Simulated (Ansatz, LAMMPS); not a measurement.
# Energy and forces of amorphous Cd12Hg24S36 (72 atoms), part 2 of 2

Aim: energy, forces and density of states of amorphous Cd12Hg24S36 (72 atoms) at a fixed geometry.

Ansatz 0.2.0; Kohn-Sham DFT, PBE, PAW (set soft_2), plane waves.

The cell: 12 Cd, 24 Hg and 36 S. The quench rate of 1000 K/ps is orders of magnitude faster than experiment. The network of bonds at the start is that of the classical potential that made the cell. Only the Γ point is sampled, in a cell whose shortest periodic width is 12 Å. The levels lack spin–orbit coupling.

So far. Step 3 (Plane-wave single point): Within 0.4 eV of the Fermi level the largest share is S p (78 % of the projected weight).

## 4. Distances and neighbours

Bonds and neighbours are counted at the geometry of the runs.

Density 6.45 g/cm³, 26.15 Å³ an atom.

Pair distribution functions g(r), in bins of 0.2 Å:

```csv
r (Å),total,S-S,S-Hg,S-Cd,Hg-Hg,Hg-Cd,Cd-Cd
2.40,0.05,0.00,0.00,0.28,0.00,0.00,0.00
2.60,3.31,0.00,5.68,8.52,0.00,0.00,0.00
2.80,1.19,0.00,2.48,1.55,0.00,0.98,0.00
3.00,0.82,1.89,0.86,0.00,0.00,0.60,0.00
3.20,0.77,1.51,0.34,0.00,2.53,0.00,0.00
3.40,1.03,1.42,0.31,1.33,1.79,1.12,0.92
3.60,0.62,0.45,0.52,0.26,1.42,1.20,0.00
3.80,0.70,0.33,0.48,0.71,1.08,1.28,2.83
4.00,1.50,1.71,1.47,0.77,1.64,1.94,1.94
4.20,1.57,2.22,0.75,1.09,1.77,2.94,2.34
4.40,1.39,1.73,1.48,0.98,1.23,1.08,1.58
4.60,0.96,0.77,1.08,1.08,0.37,1.35,1.47
4.80,1.01,1.05,1.06,0.84,1.13,0.91,0.92
5.00,0.83,0.83,0.94,0.98,0.42,0.93,0.00
5.20,0.69,0.47,0.90,0.78,0.68,0.38,0.77
5.40,0.83,0.96,0.74,0.89,0.53,1.07,0.72
5.60,0.81,0.55,1.03,0.99,0.74,0.67,0.32
5.80,0.93,0.72,1.16,1.08,0.85,0.62,0.92
6.00,1.02,1.12,0.97,1.11,1.01,0.94,0.58
```

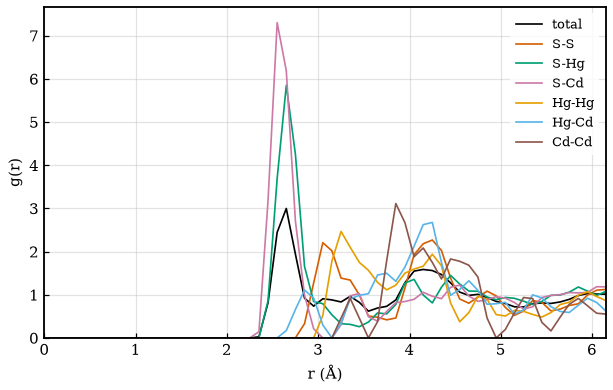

Pair distribution functions, lightly smoothed.

Bonds by pair of elements; cutoffs follow the first minimum of g(r), held within bounds set by covalent radii, and pairs that aren't listed don't count as bonded:

```
pair A-B  cutoff (Å)  bonds  mean length (Å)  spread (Å)  shortest (Å)  B about A  A about B
    S-Hg        3.15     77             2.72       0.143          2.53       2.14       3.21
    S-Cd        3.12     41             2.62       0.086          2.49       1.14       3.42
```

How many atoms have how many bonded neighbours:

| element | mean | 1 | 2 | 3 | 4 | 5 |
| --- | --- | --- | --- | --- | --- | --- |
| Cd | 3.42 | 0 | 1 | 5 | 6 | 0 |
| Hg | 3.21 | 0 | 5 | 9 | 10 | 0 |
| S | 3.28 | 2 | 5 | 11 | 17 | 1 |

Bond angles, per cent of each kind in bins of 5°:

| angle (°) | S-Hg-S | Hg-S-Hg | Cd-S-Hg | S-Cd-S | Cd-S-Cd |
| --- | --- | --- | --- | --- | --- |
| 55–60 | 1.1 | 0.0 | 0.0 | 0.0 | 0.0 |
| 60–65 | 1.1 | 0.0 | 0.0 | 0.0 | 0.0 |
| 65–70 | 3.3 | 0.0 | 0.0 | 0.0 | 0.0 |
| 70–75 | 1.1 | 7.6 | 0.0 | 0.0 | 0.0 |
| 75–80 | 5.4 | 10.6 | 1.6 | 0.0 | 0.0 |
| 80–85 | 0.0 | 12.1 | 7.9 | 0.0 | 4.8 |
| 85–90 | 6.5 | 7.6 | 3.2 | 0.0 | 4.8 |
| 90–95 | 7.6 | 6.1 | 7.9 | 9.6 | 9.5 |
| 95–100 | 8.7 | 12.1 | 4.8 | 3.9 | 4.8 |
| 100–105 | 9.8 | 4.5 | 14.3 | 13.5 | 14.3 |
| 105–110 | 10.9 | 9.1 | 22.2 | 28.8 | 9.5 |
| 110–115 | 8.7 | 7.6 | 9.5 | 25.0 | 23.8 |
| 115–120 | 9.8 | 3.0 | 4.8 | 5.8 | 4.8 |
| 120–125 | 7.6 | 3.0 | 6.3 | 7.7 | 14.3 |
| 125–130 | 3.3 | 3.0 | 4.8 | 3.9 | 0.0 |
| 130–135 | 5.4 | 1.5 | 1.6 | 0.0 | 0.0 |
| 135–140 | 2.2 | 3.0 | 4.8 | 0.0 | 0.0 |
| 140–145 | 3.3 | 1.5 | 1.6 | 1.9 | 0.0 |
| 145–150 | 2.2 | 0.0 | 1.6 | 0.0 | 9.5 |
| 150–155 | 1.1 | 0.0 | 0.0 | 0.0 | 0.0 |
| 155–160 | 1.1 | 0.0 | 0.0 | 0.0 | 0.0 |
| 160–165 | 0.0 | 4.5 | 1.6 | 0.0 | 0.0 |
| 165–170 | 0.0 | 0.0 | 1.6 | 0.0 | 0.0 |
| 170–175 | 0.0 | 3.0 | 0.0 | 0.0 | 0.0 |

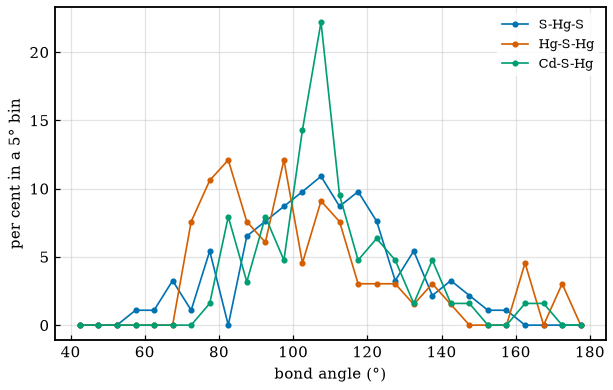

Distributions of the most common bond angles.

Bond angles (no mean is given where the spread exceeds 20°):

| angle | count | mean (°) | spread (°) |
| --- | --- | --- | --- |
| S-Hg-S | 92 | - | - |
| Hg-S-Hg | 66 | - | - |
| Cd-S-Hg | 63 | 110 | 18.7 |
| S-Cd-S | 52 | 110 | 9.7 |
| Cd-S-Cd | 21 | 110 | 15.8 |

Bond length by coordination (bonds to H left out):

| element | coordination | atoms | mean bond length (Å) |
| --- | --- | --- | --- |
| Cd | 2 | 1 | 2.67 |
| Cd | 3 | 5 | 2.62 |
| Cd | 4 | 6 | 2.62 |
| Hg | 2 | 5 | 2.62 |
| Hg | 3 | 9 | 2.71 |
| Hg | 4 | 10 | 2.75 |
| S | 1 | 2 | 2.67 |
| S | 2 | 5 | 2.68 |
| S | 3 | 11 | 2.65 |
| S | 4 | 17 | 2.70 |
| S | 5 | 1 | 2.73 |

Rings of the network by King's shortest-path rule, up to 12 atoms, one path for each pair of neighbours; H, halogens, alkali and alkaline-earth atoms are left out, and the last column divides by all other atoms, bonded or not:

| ring size (atoms) | rings | per network atom |
| --- | --- | --- |
| 4 | 10 | 0.139 |
| 6 | 32 | 0.444 |
| 8 | 35 | 0.486 |
| 10 | 23 | 0.319 |
| 12 | 7 | 0.097 |

For some of the pairs, g(r) has its first main peak near 3.1 Å (S-S), 2.7 Å (S-Hg), 2.6 Å (S-Cd) and 3.2 Å (Hg-Hg). Counting bonds as in the table, 50 % of Cd atoms have 4, 42 % of Hg atoms have 4 and 47 % of S atoms have 4 bonded neighbours. Rings of 8 atoms are the most common (33 % of those counted); sizes run from 4 to 12, where the search stops.

Local excerpt of 8 atoms (numbers count through the whole input) about S38, which bears the longest force; x, y, z are measured from there.

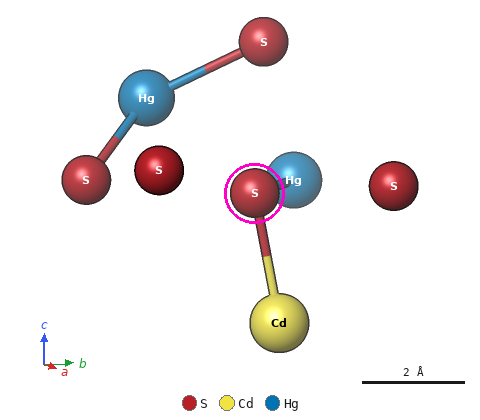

The atoms of the table, within 3.3 Å (arrows a, b, c point along x, y, z); some may hide others; the central atom is ringed.

```csv
atom,x,y,z,distance (Å),bonds,Fx,Fy,Fz (eV/Å)
S38,0.00,0.00,0.00,0.00,2,-0.47,1.18,-0.88
Cd1,0.02,0.50,-2.60,2.65,3,-0.28,-0.56,0.47
Hg19,-2.35,1.59,-0.05,2.83,3,0.04,-0.28,-0.63
S63,2.09,2.20,0.29,3.05,3,-0.30,0.19,-0.19
S58,-1.16,0.56,2.86,3.14,4,-0.37,0.10,0.27
S48,1.81,-2.59,0.74,3.24,2,0.72,-0.15,0.21
S51,-1.17,-3.12,0.25,3.34,4,-0.37,-0.38,-0.54
Hg13,-2.52,-1.42,1.67,3.34,3,0.00,0.12,-0.61
```

The column of bonds counts only the pairs S-Hg within 3.15 Å, S-Cd within 3.12 Å; other neighbours, such as metal atoms beside each other in a compound, aren't counted, and periodic images can show an atom twice.

## 5. Results

```json
{
 "free energy per atom": "-6431.1219 eV/atom",
 "pressure": "-1.694 GPa",
 "r.m.s. force component": "0.3997 eV/Å",
 "wall time of the 1 DFT run": "28 s"
}
```

What this shows: Counting bands leaves a spacing of only 0.043 eV (at Γ alone), which the smearing bridges: 2 levels are partly filled by over 2 %, so a gap, if any, is small at this level. Counting bonds as in the table, 50 % of Cd atoms have 4, 42 % of Hg atoms have 4 and 47 % of S atoms have 4 bonded neighbours.

**Limits.** The geometry was minimised with a classical potential after classical dynamics and isn't relaxed at this level: its force components are 0.40 eV/Å r.m.s. The pressure of -1.7 GPa belongs to a cell and atoms that aren't relaxed at this level.

[Logs are printed without paths, hosts, clocks, repeated set-up lines and the standing remarks that a program may print on its own settings, such as how far it seeks lower states.]

[Hosts, paths, dates, database ids (printed as entryN), source tags and the programs' standing remarks are cut or masked in the printed files.]
